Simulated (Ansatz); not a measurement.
**SiNH7O: single-point calculation**

SiNH7O, computed with RKS PBE0-D4/def2-TZVPP (Ansatz 0.2.0).

The geometry is a transition state. The reaction was set up to form Si1–O7 and H2–H6 and to break Si1–H2 and H6–O7 (atoms counted from 1 in the order of the input); sticks are drawn by distance alone. The geometry comes from this level: PBE0-D4/def2-TZVP.

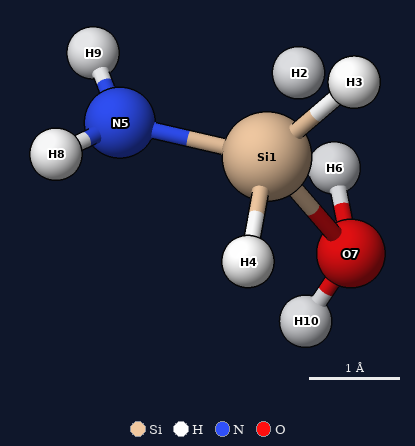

**Figure 1.** The structure (ball-and-stick view, seen at a tilt; atoms are numbered from 1 in the order of the input).

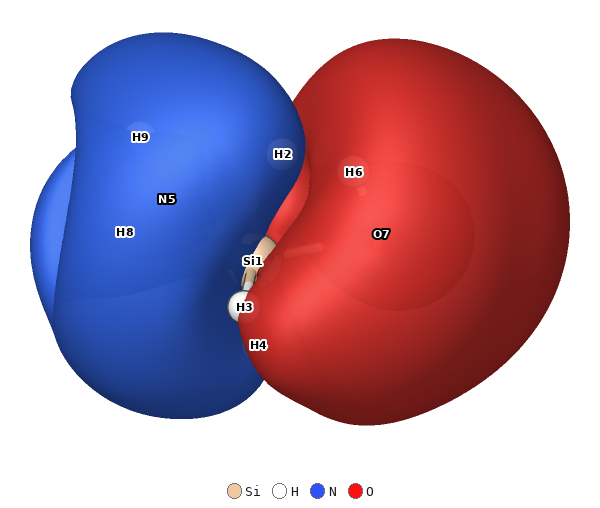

**Figure 2.** The LUMO at ±0.04 Å⁻³ᐟ² (blue and red are the two phases), seen at a tilt. Its weight (Hirshfeld) is mainly on H10 (35 %), Si1 (20 %) and O7 (15 %). Its energy is 0.53 eV.

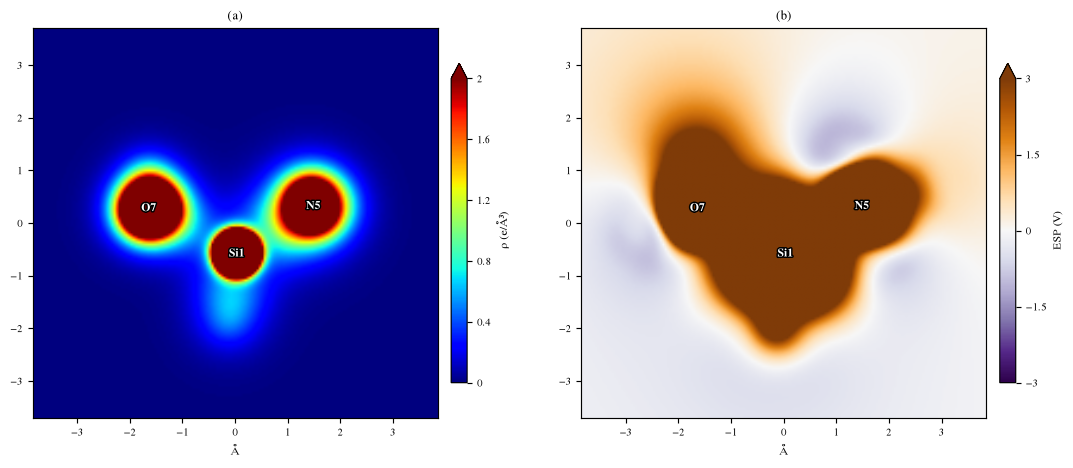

**Figure 3.** (a) electron density; (b) electrostatic potential on the plane of atoms N5, Si1 and O7. Atoms in the plane: Si, N and O. Si–N (1.71 Å): ρ is about 1.1 e/Å³ halfway.

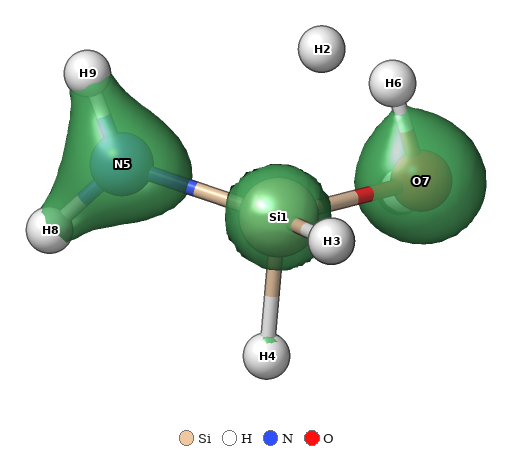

**Figure 4.** Isosurface of the electron density at 1.5 e/Å³ (green), seen at a tilt. At this value the surface falls into six separate pieces. It is pinched off along the Si···H (1.75 Å), Si–N (1.71 Å) and Si–O (1.87 Å) contacts. On the grid the lowest density along these lines, outside the cores, is 0.48 e/Å³ (Si···H, 1.75 Å), 0.96 e/Å³ (Si–N, 1.71 Å), 0.55 e/Å³ (Si–O, 1.87 Å) and 2.4 e/Å³ (O–H, 0.97 Å).

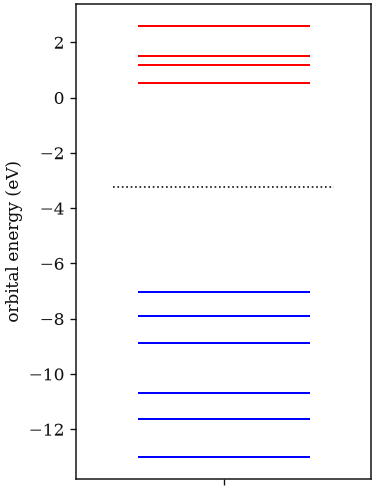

**Figure 5.** Orbital energies near the frontier; the dotted line parts filled from empty levels, and levels within 0.02 eV of each other stand side by side. Highest filled −7.03 eV, lowest empty 0.53 eV, 7.56 eV apart.

The input that produced these results follows, with the program's output.

### The input
```yaml
crystal:
  periodic: [false, false, false]
  atoms:
    - {symbol: Si, position_ang: [-0.536853, -0.102319, -0.176271]}
    - {symbol: H, position_ang: [0.780702, -1.207501, -0.501938]}
    - {symbol: H, position_ang: [-1.468645, -1.053461, -0.835009]}
    - {symbol: H, position_ang: [-1.355558, 1.161516, -0.105983]}
    - {symbol: N, position_ang: [-0.053329, -0.148758, 1.460558]}
    - {symbol: H, position_ang: [1.081356, -0.280882, -1.161257]}
    - {symbol: O, position_ang: [0.576824, 0.655691, -1.480232]}
    - {symbol: H, position_ang: [-0.538662, 0.395984, 2.154330]}
    - {symbol: H, position_ang: [0.503830, -0.891710, 1.846233]}
    - {symbol: H, position_ang: [1.010435, 1.471339, -1.200430]}
basis:
  gaussian: {orbitals: def2-TZVPP}
hamiltonian: {xc: pbe0, dispersion: d4}
output: {orbitals: {seedname: orbitals}}
```

Launched with:
```bash
ansatz run in.yaml --threads 2 --pin off --events-out ev --progress --plain --max-ram 4352MiB
```

### What the program printed
```
Functional definition: PBE0
  name "PBE0"
  cite "Adamo & Barone, J. Chem. Phys. 110, 6158 (1999) doi:10.1063/1.478522"
  cite "Perdew, Burke & Ernzerhof, Phys. Rev. Lett. 77, 3865 (1996) doi:10.1103/PhysRevLett.77.3865"
  parent pbe
  parameter a = 0.25
  parameter kappa = 0.804
  parameter beta = 0.06672455060314922
  exchange = (1 - a)*pbe_x(kappa = kappa, mu = beta*pi^2/3) + a*exact_x
  correlation = pbe_c(beta = beta)
1010 factors; their error is unknown
mean field evaluation 1: about -11513.9579 eV, gradient 7.0e1 eV
mean field evaluation 2: about -11502.4269 eV, gradient 1.0e2 eV
mean field evaluation 4: about -11522.4722 eV, gradient 2.5e0 eV
mean field evaluation 8: about -11522.4884 eV, gradient 3.8e-2 eV
mean field evaluation 16: about -11522.5106 eV, gradient 5.4e-5 eV
mean field -11522.51062698 eV, -423.4444553033 hartree, gradient 5.4e-5 eV, S^2 0.000000; 0 other end points of the search recorded, 0 dependent functions left out
reference -11522.51065505 eV, -423.4444563349 hartree; 18, 18 occupied and 184, 184 virtual orbitals, 1010 factors
Total energy: -11522.63585204 eV, -423.4490572393 hartree
```

### Results in brief

| quantity | value |
| --- | --- |
| outcome | converged |
| total energy | −11522.6359 eV |
| mean-field energy | −11522.5107 eV |
| dispersion energy | −0.1252 eV |
| SCF solution under orbital rotations | stable |
| HOMO | −7.03 eV |
| LUMO | 0.53 eV |
| hardware | 2 threads of Arm Neoverse V2, 23 GiB of memory available, shared host |
| wall time | 2.8 s (CPU time 5.3 s) |
| peak memory | 0.39 GiB |
